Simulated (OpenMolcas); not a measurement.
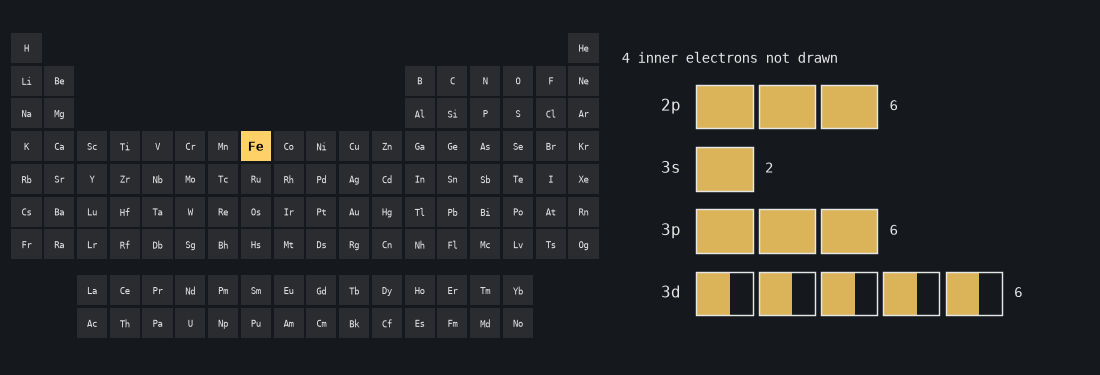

Figure 1. Left, the place of iron in the periodic table; right, the outer shells of the leading configuration of the lowest level: a box for each of the 2l + 1 orbitals, shaded by the share of the shell that is filled, with the electron count at the right.

Multiconfigurational calculation for Fe²⁺ complex

System: Fe²⁺ with 6 ligands (O; octahedron, 2.188 Å), embedded in MgO by model potentials and point charges, whose field is part of the energies.
Method: state-averaged SS-CASPT2, IPEA shift 0.25, imaginary shift 0.1 hartree, closed shells 3s 3p of the metal and the valence shells of the ligands correlated, active space 6 electrons in the shell 3d, basis ANO-RCC-VDZP on the metal and ANO-RCC-VDZP on the ligands, DKH2 scalar Hamiltonian, spin-orbit coupling by RASSI with atomic mean-field integrals (OpenMolcas).

Log (extracts):
```
--- CASPT2 ---
Orbital specifications:
      -----------------------

      Symmetry species                           1   2
                                                ag  au
      Frozen orbitals                            5   6
      Inactive orbitals                         13  15
      Active orbitals                            5   0
      Secondary orbitals                        46  52
      Deleted orbitals                           0   0
      Number of basis functions                 69  73
Type of calculation                        SS-CASPT2
      Fock operator                              state-specific
      IPEA shift                                 0.25
      Real shift                                 0.00
      Imaginary shift                            0.10
      The input orbitals will be transformed to quasi-canonical
Reference energy:       -1730.6201976109
      E2 (Non-variational):      -1.5836768731
      Shift correction:          -0.0012214830
      E2 (Variational):          -1.5848983561
      Total energy:           -1732.2050959670
      Residual norm:              0.0000004629
      Reference weight:           0.71384
      Contributions to the CASPT2 correlation energy
      Active & Virtual Only:         -0.1159057234
      One Inactive Excited:          -0.2207579684
      Two Inactive Excited:          -1.2470131813
Reference energy:       -1730.6201976109
      E2 (Non-variational):      -1.5836768754
      Shift correction:          -0.0012214829
      E2 (Variational):          -1.5848983583
      Total energy:           -1732.2050959692
      Residual norm:              0.0000004629
      Reference weight:           0.71384
      Contributions to the CASPT2 correlation energy
      Active & Virtual Only:         -0.1159057257
      One Inactive Excited:          -0.2207579678
      Two Inactive Excited:          -1.2470131818
::    CASPT2 Root  1     Total energy:  -1732.20509597
::    CASPT2 Root  2     Total energy:  -1732.20509597
::    CASPT2 Root  3     Total energy:  -1732.20509585
::    CASPT2 Root  4     Total energy:  -1732.15193749
::    CASPT2 Root  5     Total energy:  -1732.15193974
--- CASPT2 ---
Orbital specifications:
      -----------------------

      Symmetry species                           1   2
                                                ag  au
      Frozen orbitals                            5   6
      Inactive orbitals                         13  15
      Active orbitals                            5   0
      Secondary orbitals                        46  52
      Deleted orbitals                           0   0
      Number of basis functions                 69  73
Type of calculation                        SS-CASPT2
      Fock operator                              state-specific
      IPEA shift                                 0.25
      Real shift                                 0.00
      Imaginary shift                            0.10
      The input orbitals will be transformed to quasi-canonical
Reference energy:       -1730.5533126179
      E2 (Non-variational):      -1.6014061491
      Shift correction:          -0.0012248701
      E2 (Variational):          -1.6026310192
      Total energy:           -1732.1559436371
      Residual norm:              0.0000002029
      Reference weight:           0.71180
      Contributions to the CASPT2 correlation energy
      Active & Virtual Only:         -0.1189212210
      One Inactive Excited:          -0.2277044748
      Two Inactive Excited:          -1.2547804533
Reference energy:       -1730.5533126179
      E2 (Non-variational):      -1.6014289976
      Shift correction:          -0.0012249916
      E2 (Variational):          -1.6026539892
      Total energy:           -1732.1559666071
      Residual norm:              0.0000002035
      Reference weight:           0.71179
      Contributions to the CASPT2 correlation energy
      Active & Virtual Only:         -0.1189276565
      One Inactive Excited:          -0.2277162232
      Two Inactive Excited:          -1.2547851180
::    CASPT2 Root  1     Total energy:  -1732.15594364
::    CASPT2 Root  2     Total energy:  -1732.15596661
::    CASPT2 Root  3     Total energy:  -1732.15596746
::    CASPT2 Root  4     Total energy:  -1732.14281738
::    CASPT2 Root  5     Total energy:  -1732.14281497
::    CASPT2 Root  6     Total energy:  -1732.14280897
::    CASPT2 Root  7     Total energy:  -1732.11665762
::    CASPT2 Root  8     Total energy:  -1732.11673724
::    CASPT2 Root  9     Total energy:  -1732.11654749
::    CASPT2 Root 10     Total energy:  -1732.11221360
::    CASPT2 Root 11     Total energy:  -1732.11223189
::    CASPT2 Root 12     Total energy:  -1732.11221209
::    CASPT2 Root 13     Total energy:  -1732.10353481
::    CASPT2 Root 14     Total energy:  -1732.10353911
::    CASPT2 Root 15     Total energy:  -1732.10557641
::    CASPT2 Root 16     Total energy:  -1732.10563611
::    CASPT2 Root 17     Total energy:  -1732.10567141
::    CASPT2 Root 18     Total energy:  -1732.08685499
::    CASPT2 Root 19     Total energy:  -1732.08685157
::    CASPT2 Root 20     Total energy:  -1732.08686895
::    CASPT2 Root 21     Total energy:  -1732.08176776
::    CASPT2 Root 22     Total energy:  -1732.06450644
::    CASPT2 Root 23     Total energy:  -1732.06456244
::    CASPT2 Root 24     Total energy:  -1732.06451760
::    CASPT2 Root 25     Total energy:  -1732.06320040
::    CASPT2 Root 26     Total energy:  -1732.06319368
::    CASPT2 Root 27     Total energy:  -1732.05044623
::    CASPT2 Root 28     Total energy:  -1732.05572256
::    CASPT2 Root 29     Total energy:  -1732.05573330
::    CASPT2 Root 30     Total energy:  -1732.05563422
--- CASPT2 ---
Orbital specifications:
      -----------------------

      Symmetry species                           1   2
                                                ag  au
      Frozen orbitals                            5   6
      Inactive orbitals                         13  15
      Active orbitals                            5   0
      Secondary orbitals                        46  52
      Deleted orbitals                           0   0
      Number of basis functions                 69  73
Type of calculation                        SS-CASPT2
      Fock operator                              state-specific
      IPEA shift                                 0.25
      Real shift                                 0.00
      Imaginary shift                            0.10
      The input orbitals will be transformed to quasi-canonical
Reference energy:       -1730.5428113648
      E2 (Non-variational):      -1.6112822749
      Shift correction:          -0.0012231112
      E2 (Variational):          -1.6125053861
      Total energy:           -1732.1553167508
      Residual norm:              0.0000006690
      Reference weight:           0.71059
      Contributions to the CASPT2 correlation energy
      Active & Virtual Only:         -0.1204237620
      One Inactive Excited:          -0.2284295056
      Two Inactive Excited:          -1.2624290073
Reference energy:       -1730.5100380107
      E2 (Non-variational):      -1.6076965314
      Shift correction:          -0.0012337770
      E2 (Variational):          -1.6089303083
      Total energy:           -1732.1189683191
      Residual norm:              0.0000001537
      Reference weight:           0.71052
      Contributions to the CASPT2 correlation energy
      Active & Virtual Only:         -0.1176499838
      One Inactive Excited:          -0.2369939493
      Two Inactive Excited:          -1.2530525982
::    CASPT2 Root  1     Total energy:  -1732.15531675
::    CASPT2 Root  2     Total energy:  -1732.11896832
::    CASPT2 Root  3     Total energy:  -1732.11897258
::    CASPT2 Root  4     Total energy:  -1732.11898028
::    CASPT2 Root  5     Total energy:  -1732.09128875
::    CASPT2 Root  6     Total energy:  -1732.09128557
::    CASPT2 Root  7     Total energy:  -1732.09126482
::    CASPT2 Root  8     Total energy:  -1732.07557089
::    CASPT2 Root  9     Total energy:  -1732.07718440
::    CASPT2 Root 10     Total energy:  -1732.07580840
::    CASPT2 Root 11     Total energy:  -1732.07019042
::    CASPT2 Root 12     Total energy:  -1732.07020002
::    CASPT2 Root 13     Total energy:  -1732.07019909
::    CASPT2 Root 14     Total energy:  -1732.05824587
::    CASPT2 Root 15     Total energy:  -1732.05819765
::    CASPT2 Root 16     Total energy:  -1732.05812622
::    CASPT2 Root 17     Total energy:  -1732.05097212
::    CASPT2 Root 18     Total energy:  -1732.04078970
::    CASPT2 Root 19     Total energy:  -1732.04075460
::    CASPT2 Root 20     Total energy:  -1732.04083039
::    CASPT2 Root 21     Total energy:  -1732.02884428
::    CASPT2 Root 22     Total energy:  -1732.02906932
::    CASPT2 Root 23     Total energy:  -1732.03428521
::    CASPT2 Root 24     Total energy:  -1732.03433809
::    CASPT2 Root 25     Total energy:  -1732.03429845
::    CASPT2 Root 26     Total energy:  -1732.00886801
::    CASPT2 Root 27     Total energy:  -1732.00708425
::    CASPT2 Root 28     Total energy:  -1732.00713102
::    CASPT2 Root 29     Total energy:  -1732.00857296
::    CASPT2 Root 30     Total energy:  -1731.99452584
```

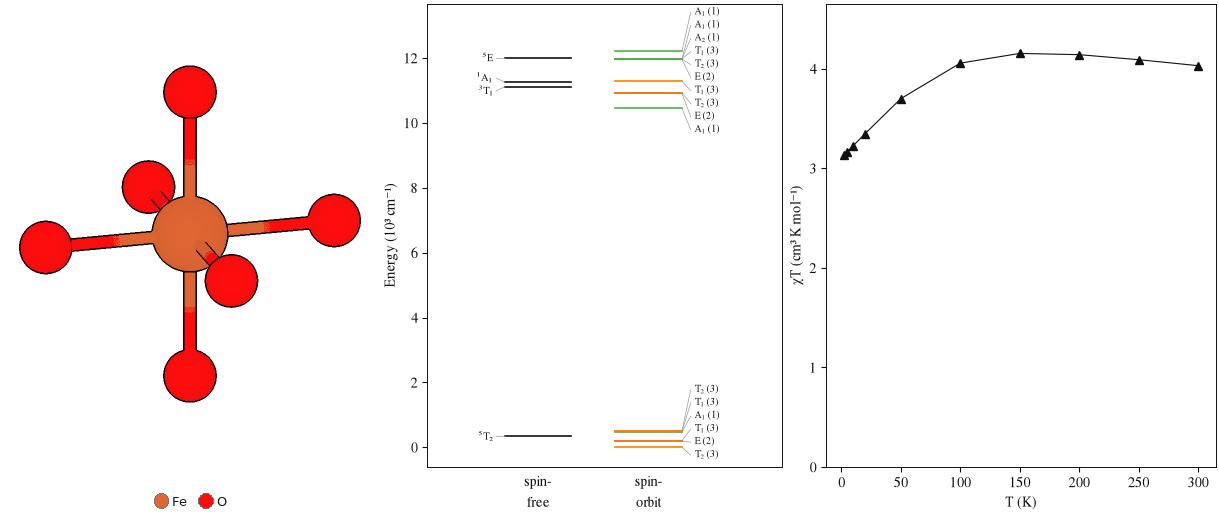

Figure 2. Fe²⁺ (3d⁶) as a dopant in MgO, a cluster with its 6 nearest O²⁻ at 2.188 Å (octahedron) embedded in model potentials and point charges; the geometry was set, not optimised, and its levels and susceptibility. Labels give the representation in O, Td, D4 or D3 as the site allows (double group for half-integer spin) where it could be assigned and, in brackets, the degeneracy; spin-free states, where drawn, share the zero of the spin-orbit levels. Powder susceptibility by Van Vleck's formula. The ground level is T₂, 3-fold degenerate, 100 % from states of spin multiplicity 5. The next level lies at 187 cm⁻¹ (E). The lowest spin-free state is ⁵T₂, from the free-ion D term; of the same spin there follows at 11,700 cm⁻¹ (⁵E) above it. χT is 3.13 cm³ K mol⁻¹ at 2 K and 4.03 at 300 K, an effective moment of 5.68 μB.

The input:
```
&GATEWAY
Basis set
Fe.ANO-RCC-VDZP.
Fe1 0.0 0.0 0.0 Angstrom
End of basis
Basis set
O.ANO-RCC-VDZP.
L1 2.188000 0.000000 0.000000 Angstrom
L2 0.000000 2.188000 0.000000 Angstrom
L3 0.000000 0.000000 2.188000 Angstrom
End of basis
Basis set
Mg.EMB-AIMP.Pascual.10s4p.1s1p.ECP.MgO.
PseudoCharge
* 3 symmetry-unique lattice sites within 7.6 angstrom
End of basis
Basis set
Mg.EMB-AIMP.Pascual.0s.0s.ECP.MgO.
PseudoCharge
* 40 symmetry-unique lattice sites within 7.6 angstrom
End of basis
Basis set
O.EMB-AIMP.Pascual.0s.0s.ECP.MgO.
PseudoCharge
* 55 symmetry-unique lattice sites within 7.6 angstrom
End of basis
Symmetry
XYZ
AngMom=0.0 0.0 0.0
AMFI
RICD
XField
997 Angstrom 0
* Evjen-weighted lattice charges
&SEWARD
&RASSCF
FileOrb=start.orb
Symmetry=1
Spin=5
nActEl=6 0 0
Inactive=18 21
Ras2=5 0
CIRoot=5 5 1
SDav=5
CIMx=300
Iter=150 100
PrWF=0.3
OrbListing=Nothing
MaxOrb=0
LevShft=1.0
>>> COPY $Project.JobIph JOB001
&RASSCF
FileOrb=start.orb
Symmetry=1
Spin=3
nActEl=6 0 0
Inactive=18 21
Ras2=5 0
CIRoot=45 45 1
SDav=45
CIMx=300
Iter=150 100
PrWF=0.3
OrbListing=Nothing
MaxOrb=0
LevShft=1.0
>>> COPY $Project.JobIph JOB002
&RASSCF
FileOrb=start.orb
Symmetry=1
Spin=1
nActEl=6 0 0
Inactive=18 21
Ras2=5 0
CIRoot=50 50 1
SDav=50
CIMx=300
Iter=150 100
PrWF=0.3
OrbListing=Nothing
MaxOrb=0
LevShft=1.0
>>> COPY $Project.JobIph JOB003
&RASSI
NrOfJobIphs=3 5 45 50
1 2 3 4 5
1 2 3 4 5 6 7 8 9 10 11 12 13 14 15 16 17 18 19 20 21 22 23 24 25 26 27
28 29 30 31 32 33 34 35 36 37 38 39 40 41 42 43 44 45
1 2 3 4 5 6 7 8 9 10 11 12 13 14 15 16 17 18 19 20 21 22 23 24 25 26 27
28 29 30 31 32 33 34 35 36 37 38 39 40 41 42 43 44 45 46 47 48 49 50
IphNames
JOB001
JOB002
JOB003
EJob
SpinOrbit
DIPRint=1.0
SOCoupling=1000.0
Subsets=2
Property=9
'ANGMOM' 1 'ANGMOM' 2 'ANGMOM' 3 'MLTPL  1' 1 'MLTPL  1' 2 'MLTPL  1' 3
'AMFI' 1 'AMFI' 2 'AMFI' 3
SOProperty=3
'ANGMOM' 1 'ANGMOM' 2 'ANGMOM' 3
>>> COPY JOB001 $Project.JobIph
&CASPT2
Multistate=5 1 2 3 4 5
NoMult
Frozen=5 6
IPEA=0.25
Imaginary=0.1
MaxIter=60
WThr=0.0 0.3 0.05
PrWF=0.5
NoMix
>>> COPY JOB002 $Project.JobIph
&CASPT2
Multistate=45 1 2 3 4 5 6 7 8 9 10 11 12 13 14 15 16 17 18 19 20 21 22
23 24 25 26 27 28 29 30 31 32 33 34 35 36 37 38 39 40 41 42 43 44 45
NoMult
Frozen=5 6
IPEA=0.25
Imaginary=0.1
MaxIter=60
WThr=0.0 0.3 0.05
PrWF=0.5
NoMix
>>> COPY JOB003 $Project.JobIph
&CASPT2
Multistate=50 1 2 3 4 5 6 7 8 9 10 11 12 13 14 15 16 17 18 19 20 21 22
23 24 25 26 27 28 29 30 31 32 33 34 35 36 37 38 39 40 41 42 43 44 45 46
47 48 49 50
NoMult
Frozen=5 6
IPEA=0.25
Imaginary=0.1
MaxIter=60
WThr=0.0 0.3 0.05
PrWF=0.5
NoMix
```

The file start.orb holds starting orbitals from an earlier step. A driver script formed the levels outside the program, from RASSI's spin-orbit matrix and the CASPT2 energies (for multi-state variants, the effective Hamiltonian), averaged over the components of each term or state. The log and the time are those of the CASPT2 step.

Command:
```bash
OMP_NUM_THREADS=1 MOLCAS_MEM=2457 MOLCAS_PROJECT=a pymolcas a.inp > a.log  # once for each step of the input, in one work folder
```

Results in brief:

```
                                 quantity                                                                 value
                                  outcome              converged; degenerate states are split by up to 394 cm⁻¹
      energy of the lowest spin-free term                                                   −1732.20510 hartree
    energy of the lowest spin-orbit level                                                   −1732.20661 hartree
                CASPT2 correlation energy                                                       −1.5849 hartree
largest spread among components of a term                                                            393.8 cm⁻¹
                  lowest reference weight                                                                 0.690
                                 hardware  1 thread of Arm Neoverse V2, 24 GiB of memory available, shared host
                                wall time                                                               4.8 min
                              peak memory                                                              0.18 GiB
```

Notes:

The components of ¹E, which symmetry makes degenerate, are split by 394 cm⁻¹ in CASPT2, and those of 3 more by over 50 cm⁻¹. This is an artefact; the levels of such states rest on averages and are uncertain by about as much. Limits: small active space favours high spin, ground spin may be wrong; with a single d shell and no ligand orbitals active, the ligand field and the g values of a late 3d ion can be well off; the geometry is set by hand, with no relaxation.
